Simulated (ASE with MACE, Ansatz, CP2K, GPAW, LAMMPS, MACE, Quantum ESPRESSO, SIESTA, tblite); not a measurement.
# Machine-learned potentials runs on La2O3 with crystalline order left by the classical run (95 atoms)

How do the settings of machine-learned potentials change the result for La2O3 with crystalline order left by the classical run (95 atoms)? A plane-wave run serves as the yardstick.

Calculated with ASE with MACE; the method is named at each step.

## (1) The structure

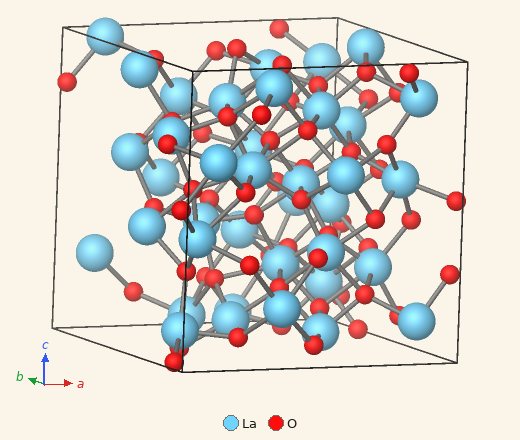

The cell as given, slightly off an axis (lanthanum blue, oxygen red). Some periodic images of atoms are drawn too.

The cell holds 95 atoms: 38 La and 57 O. Its edges and angles: a = 12.168 Å, b = 12.168 Å, c = 12.168 Å, α = 90.0°, β = 90.0°, γ = 90.0°. 95 atoms (38 Nd, 57 O) placed at random at 6.31 g/cm³, melted at 5000 K for 10 ps at fixed volume with the Morse and Coulomb pair potential with partial charges (Pedone, Malavasi, Menziani, Cormack and Segre, J. Phys. Chem. B 110, 11780 (2006)). Quenched from 5000 K to 300 K at 20 K/ps and fixed volume, held 5 ps, then minimised at fixed cell. Then Nd was replaced by La and the cell scaled by 1.023 (the potential has no terms for the new elements, so the cell is a start for a DFT relaxation).

The yardstick, on the same geometry:

| Property | Result |
| --- | --- |
| method | Kohn-Sham DFT, PBE, SSSP efficiency 1.3.0 pseudopotentials, plane waves (Quantum ESPRESSO 7.5); sssp-pbe-1.3.0-efficiency, cutoffs 60/480 Ry, Γ point |
| r.m.s. force component | 0.2639 eV/Å |
| longest force | 0.8606 eV/Å |
| pressure | 0.359 GPa |
| gap (highest filled to lowest empty level) | 3.122 eV |
| time | 21 min on 4 MPI ranks of Arm Neoverse V2, shared host |
| CPU time | 83 min |

## (2) MACE MP-0b3 medium potential

Method: machine-learned interatomic potential MACE MP-0b3 medium, trained on PBE(+U) plane-wave data.

run.py

```python
import numpy as np
from ase.io import read
import mlip  # loads the published weights by name

atoms = read("structure.xyz")
atoms.calc = mlip.calc("mace-mp-0b3-medium")
energy = atoms.get_potential_energy()
forces = atoms.get_forces()
print(f"energy {energy:.6f} eV")
print("forces (eV/A)")
for i, (a, f) in enumerate(zip(atoms, forces)):
    print(f"{i:4d} {a.symbol:2s} {f[0]:10.5f} {f[1]:10.5f} {f[2]:10.5f}")
stress = -atoms.get_stress(voigt=False) * 160.21766
print("stress (GPa, compression positive)")
for row in stress:
    print(" ".join(f"{x:10.4f}" for x in row))
```

structure.xyz

```xyz
95
Lattice="12.16777 0.00000 0.00000 0.00000 12.16777 0.00000 0.00000 0.00000 12.16777" Properties=species:S:1:pos:R:3 pbc="T T T"
La 7.64087 3.30623 0.90650
La 4.58433 0.53477 2.34278
La 10.63500 2.65306 7.07751
La 10.85973 1.65506 10.49434
La 10.21557 6.82819 8.67246
La 4.59540 5.28836 1.19573
La 10.41464 4.43832 3.27897
La 0.95152 5.72250 5.03259
La 7.21184 6.30327 3.23517
La 7.69830 4.03982 9.75904
La 1.20984 11.00867 3.17396
La 10.39334 8.89878 2.03932
La 4.45073 3.40965 7.52844
La 4.49173 9.15552 0.82899
La 1.51781 3.50359 1.12138
La 7.26185 9.28291 7.43621
La 10.54666 10.08343 10.74134
La 1.39418 8.45039 7.62323
La 7.29555 8.22383 10.86485
La 4.35253 7.77715 4.81807
La 10.48022 11.91164 5.01057
La 4.65162 2.12632 11.03763
La 7.49401 5.27205 6.61148
La 1.60870 11.56790 11.82829
La 1.52547 2.20091 5.00923
La 7.39849 2.53844 4.24850
La 1.36243 4.60173 8.85570
La 1.17541 7.37671 11.13327
La 7.58636 11.36640 0.51178
La 4.35484 11.71124 6.02378
La 10.68184 0.78969 1.61065
La 4.54345 6.18877 9.88692
La 10.19501 8.11310 5.29371
La 7.43706 1.02976 7.58040
La 7.33741 10.46842 4.00526
La 4.39293 10.38872 9.49792
La 10.29576 5.57089 12.00119
La 1.51245 0.46639 8.34977
O 4.78412 7.32390 2.56655
O 3.50115 2.25298 0.97062
O 12.11545 0.85174 3.45260
O 6.38151 1.23333 0.71729
O 11.57435 4.29656 1.30183
O 5.60837 8.32105 8.94173
O 11.24387 6.67463 3.70630
O 9.28778 3.32277 11.36372
O 2.91309 0.17607 4.20506
O 9.39437 1.42582 8.70300
O 8.82820 10.36864 5.90806
O 11.56023 9.86392 4.23146
O 5.97559 11.37321 7.81207
O 2.21368 7.77338 5.44800
O 9.61254 0.03906 11.79349
O 2.51800 5.59717 0.09625
O 9.12181 2.40739 2.50887
O 2.73093 9.29131 11.19861
[... 35 atom lines left out ...]
O 3.23870 0.26185 10.26534
O 6.21274 2.15284 9.27172
O 5.93008 10.27945 11.30751
O 1.96996 4.05710 3.42717
```

Launch:

```
OMP_NUM_THREADS=1 python run.py > output.txt
```

Output:

```text
energy -784.473558 eV
forces (eV/A)
   0 La   -0.02780   -0.40544    0.18516
   1 La   -0.06798   -0.06153    0.03206
   2 La   -0.11827    0.47076   -0.00858
   3 La   -0.10810    0.30789    0.03891
   4 La    0.17817    0.11703   -0.00596
   5 La   -0.34296    0.30539   -0.01105
   6 La    0.34529   -0.03922   -0.03032
   7 La    0.46041    0.31801   -0.05132
   8 La    0.24848    0.18483   -0.37582
   9 La    0.36769   -0.21315   -0.02764
  10 La    0.19703   -0.30597    0.27281
  11 La    0.14850    0.06471   -0.51943
  12 La   -0.32151   -0.21320   -0.38129
  13 La   -0.27693   -0.03388    0.27440
  14 La   -0.12897    0.16283    0.19749
  15 La    0.16764   -0.13278   -0.10458
  16 La    0.03832   -0.37332   -0.48105
  17 La    0.11432    0.00825   -0.15204
  18 La    0.48388   -0.31154    0.13133
  19 La    0.14191    0.05829   -0.08759
  20 La   -0.07977   -0.28033    0.43168
  21 La   -0.13680   -0.08802    0.08523
  22 La    0.07757    0.40017   -0.02447
  23 La    0.12543    0.16872    0.00704
[...]
87 O     0.01746    0.24817    0.29232
  88 O     0.24392   -0.26435    0.38542
  89 O    -0.57115    0.06096   -0.32338
  90 O    -0.35216    0.35386   -0.49061
  91 O    -0.12532   -0.15908   -0.11213
  92 O    -0.02368    0.24396   -0.33562
  93 O    -0.06597   -0.32313    0.40191
  94 O    -0.53445   -0.44529    0.10210
stress (GPa, compression positive)
   -2.0193     0.4277    -0.3097
    0.4277    -2.7908     0.7296
   -0.3097     0.7296     1.0901
```

The job ended after 8.3 s (1 thread of Arm Neoverse V2, shared host; peak memory 0.97 GiB).

Banners, paths, timers and routine set-up lines are dropped from the logs unmarked, and long logs keep their key lines alone; longer cuts are marked.

Numbers from this run, and their distance from the reference:

- r.m.s. force component: 0.2382 eV/Å
- r.m.s. difference of force components: 59.81 meV/Å
- longest difference of force vectors: 251.3 meV/Å
- force difference over r.m.s. force: 22.67 %
- slope of forces against the reference's: 0.8817
- correlation of force components: 0.9768
- pressure: -1.24 GPa
- pressure difference: -1.599 GPa

Length of the force difference by element (eV/Å):

```
element  atoms   mean  most
     La     38   0.11  0.25
      O     57  0.079  0.17
```

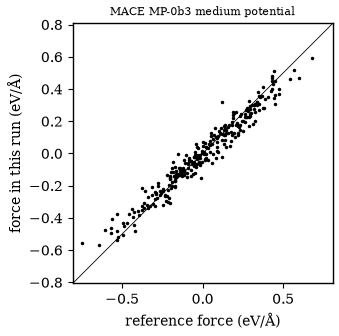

Force components against those of the reference; the line marks equality.

The surroundings of La35, picked at random, nearest first, numbered as they follow in the input and with coordinates relative to it.

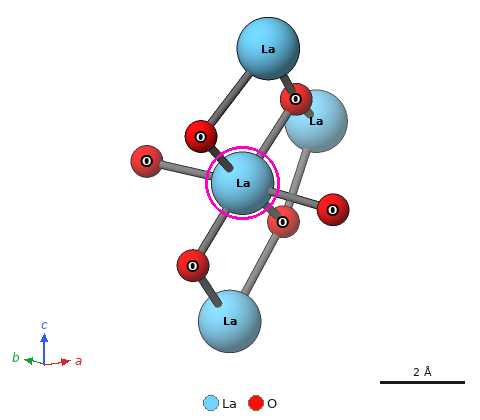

The atoms of the table, within 3.6 Å (arrows a, b, c point along x, y, z); some may hide others; the central atom is ringed.

```
atom      x      y      z  distance (Å)  bonds     Fx     Fy  Fz (eV/Å)
La35   0.00   0.00   0.00          0.00      6  -0.11  -0.04      -0.15
 O91  -1.38   0.08  -1.87          2.33      4  -0.35   0.35      -0.49
 O72   1.83   0.93  -1.23          2.40      5   0.13  -0.15      -0.20
 O68  -1.78  -0.82   1.41          2.42      4   0.07   0.18       0.25
 O49   1.49  -0.10   1.90          2.42      4   0.05  -0.08       0.05
 O58   1.13  -2.16  -0.46          2.48      4   0.38  -0.04      -0.02
 O80  -1.26   2.19   0.35          2.55      4  -0.40  -0.09      -0.05
La21   3.14   1.44   1.01          3.60      6  -0.08  -0.28       0.43
La29   0.25   0.90  -3.49          3.62      6  -0.27   0.36      -0.04
La16  -0.08  -1.19   3.43          3.63      6   0.17  -0.13      -0.10
```

Atoms are counted from 1 here, from 0 in the log.

Forces lie 23 % from the reference's, at 0.0014 times its CPU time (on 1 against 4 cores).

## (3) MACE MP-0b2 small potential

Method: machine-learned interatomic potential MACE MP-0b2 small, trained on PBE(+U) plane-wave data.

Edit run.py of step 2 so:

```diff
@@ -5,3 +5,3 @@
 atoms = read("structure.xyz")
-atoms.calc = mlip.calc("mace-mp-0b3-medium")
+atoms.calc = mlip.calc("mace-mp-0b2-small")
 energy = atoms.get_potential_energy()
```

structure.xyz is that of step 2.

Output:

```text
Fontconfig error: No writable cache directories
energy -784.650463 eV
forces (eV/A)
   0 La   -0.03651   -0.46927    0.29299
   1 La   -0.05551   -0.01036    0.05028
   2 La   -0.03017    0.53891   -0.08956
   3 La   -0.09757    0.28124    0.09439
   4 La    0.25543    0.11973    0.07523
   5 La   -0.44935    0.30011   -0.04017
   6 La    0.39703   -0.05631   -0.00010
   7 La    0.47106    0.12640   -0.12789
   8 La    0.27631    0.23702   -0.39490
   9 La    0.31265   -0.22643   -0.05895
  10 La    0.08261   -0.14444    0.23450
  11 La    0.07832   -0.00431   -0.57902
  12 La   -0.32749   -0.15777   -0.26562
  13 La   -0.26312   -0.00484    0.21569
  14 La   -0.13406    0.18925    0.30049
  15 La    0.15521   -0.12624   -0.01630
  16 La    0.03905   -0.39855   -0.41869
  17 La    0.19650   -0.00121    0.01941
  18 La    0.46046   -0.23171    0.17899
  19 La    0.17359    0.09397   -0.07787
  20 La   -0.05359   -0.34462    0.34286
  21 La   -0.17123   -0.05815    0.05953
  22 La    0.12446    0.35637   -0.07496
  23 La    0.11477    0.24532    0.02527
[...]
87 O    -0.01316    0.24098    0.31651
  88 O     0.18793   -0.31764    0.36321
  89 O    -0.59973    0.03833   -0.30471
  90 O    -0.40859    0.41316   -0.55196
  91 O    -0.08969   -0.20799   -0.14731
  92 O     0.00148    0.29217   -0.35983
  93 O    -0.12016   -0.39837    0.38028
  94 O    -0.59392   -0.43026    0.26414
stress (GPa, compression positive)
   -2.0390     0.4748    -0.2422
    0.4748    -2.7831     0.5773
   -0.2422     0.5773     1.3042
```

Run time: 6.9 s. Hardware: 1 thread; peak memory 0.66 GiB.

Compared with the plane-wave run:

```yaml
r_m_s_force_component: 0.25 eV/Å
r_m_s_difference_of_force_components: 60.44 meV/Å
longest_difference_of_force_vectors: 221.1 meV/Å
force_difference_over_r_m_s_force: 22.9 %
slope_of_forces_against_the_reference_s: 0.9225
correlation_of_force_components: 0.9738
pressure: -1.173 GPa
pressure_difference: -1.532 GPa
```

Against the first run (23 %), the force difference from the reference is 23 %, at 0.80 times the CPU time.

## (4) MACE MPA-0 medium potential

Method: machine-learned interatomic potential MACE MPA-0 medium, trained on PBE(+U) plane-wave data.

Edit run.py of step 3 so:

```diff
@@ -5,3 +5,3 @@
 atoms = read("structure.xyz")
-atoms.calc = mlip.calc("mace-mp-0b2-small")
+atoms.calc = mlip.calc("mace-mpa-0-medium")
 energy = atoms.get_potential_energy()
```

structure.xyz is that of step 3.

Output:

```text
energy -784.759464 eV
forces (eV/A)
   0 La    0.09808   -0.40907    0.30144
   1 La   -0.02281    0.04819   -0.05128
   2 La   -0.13544    0.62103    0.05579
   3 La   -0.30924    0.49396    0.02275
   4 La    0.09381    0.08235    0.11104
   5 La   -0.29007    0.33955   -0.09610
   6 La    0.38372   -0.10529   -0.17342
   7 La    0.37896    0.14514   -0.16433
   8 La    0.39161    0.12877   -0.41399
   9 La    0.59439   -0.22242   -0.09699
  10 La    0.08569   -0.18245    0.22573
  11 La    0.19331   -0.06400   -0.62241
  12 La   -0.20075   -0.19831   -0.41002
  13 La   -0.30489   -0.03656    0.23271
  14 La   -0.40267    0.16491    0.32637
  15 La    0.36157   -0.26555   -0.11911
  16 La   -0.00883   -0.46572   -0.55791
  17 La    0.11792   -0.03502   -0.00172
  18 La    0.72705   -0.37554    0.03088
  19 La    0.31081    0.02209   -0.12574
  20 La   -0.19972   -0.25536    0.59482
  21 La   -0.02478   -0.10094    0.10063
  22 La    0.08239    0.49242   -0.05102
  23 La    0.12847    0.32116   -0.09549
[...]
87 O     0.05597    0.24513    0.25673
  88 O     0.17458   -0.27615    0.44542
  89 O    -0.63809    0.11696   -0.22010
  90 O    -0.39249    0.34465   -0.50546
  91 O    -0.09976   -0.16866   -0.15914
  92 O    -0.13083    0.21008   -0.35249
  93 O    -0.11685   -0.32023    0.43250
  94 O    -0.46697   -0.47072    0.12012
stress (GPa, compression positive)
   -1.6447     0.6127    -0.2723
    0.6127    -2.5675     0.6377
   -0.2723     0.6377     1.9576
```

Wall time 8.3 s (1 thread); peak memory 0.97 GiB.

Compared with the plane-wave run:

```
r.m.s. force component                  : 0.2648 eV/Å
r.m.s. difference of force components   : 78.29 meV/Å
longest difference of force vectors     : 357.4 meV/Å
force difference over r.m.s. force      : 29.67 %
slope of forces against the reference's : 0.9595
correlation of force components         : 0.9562
pressure                                : -0.7515 GPa
pressure difference                     : -1.111 GPa
```

Against the first run (23 %), the force difference from the reference is 30 %, at 1.0 times the CPU time.

## (5) All runs compared

Differences are against the plane-wave reference, forces as r.m.s. over components; share is that over the reference's r.m.s. force, slope the least-squares factor from reference forces to these. Total energies of different programs have different zeros and aren't compared.

```
                         run  Δ force, r.m.s. (meV/Å)  share (%)  slope  Δ pressure (GPa)  cores  CPU time  memory (GiB)
                   reference                        -          -      -                 -      4    83 min            13
MACE MP-0b3 medium potential                     59.8       22.7  0.882             -1.60      1     7.2 s          0.97
 MACE MP-0b2 small potential                     60.4       22.9  0.922             -1.53      1     5.8 s          0.66
 MACE MPA-0 medium potential                     78.3       29.7  0.960             -1.11      1     7.3 s          0.97
```

Times of the machine-learned potentials are mostly Python's start and the loading of weights.

CPU time is summed over cores on a shared host, where runs went side by side, so it is rough. Symmetry, cutoffs, thresholds, outputs and thread counts weren't matched or tuned between programs; memory under MPI is the largest rank's times the ranks.

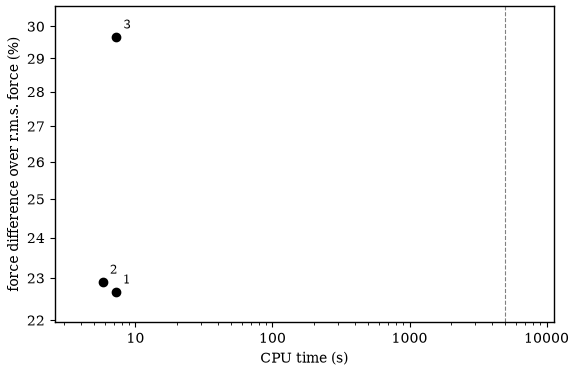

Force difference against CPU time; the dashed line marks the reference's time. Points: 1 MACE MP-0b3 medium potential; 2 MACE MP-0b2 small potential; 3 MACE MPA-0 medium potential.

## (6) Results

| Property | Result |
| --- | --- |
| nearest in forces | a tie at 23 % of 2 runs: MACE MP-0b3 medium potential; MACE MP-0b2 small potential |

Machine-learned potentials differ by 23 % (MACE MP-0b3 medium potential) to 30 % (MACE MPA-0 medium potential); they were trained on other programs' data. The reference's pressure holds the uncorrected Pulay stress of its 60 Ry basis, so small pressure differences, and their order, may be the reference's own error. Machine-learned potentials mimic data converged in k, so the reference's own k-point error enters their differences. The quench rate of 20 K/ps is many orders above laboratory rates, so the cell is likely richer in defects and strain than a real sample. The network of bonds at the start is that of the classical potential that made the cell, and needn't be the one that DFT or experiment would give. The reference's stress is far from hydrostatic: its diagonal is -0.4, -1.5, 3.0 GPa, compression counted positive. The electronic-structure runs sample only Γ, in a cell whose shortest periodic width is 12 Å. Spin–orbit coupling is left out, which matters for the levels of the heavy elements.

[Also dropped from logs without a mark: logging warnings of Python, and SIESTA's first energy breakdown and zero terms.]

[Logs are printed without paths, hosts, clocks, repeated set-up lines and the standing remarks that a program may print on its own settings, such as how far it seeks lower states.]

[Hosts, paths, dates, database ids (printed as entryN), source tags and the programs' standing remarks are cut or masked in the printed files.]
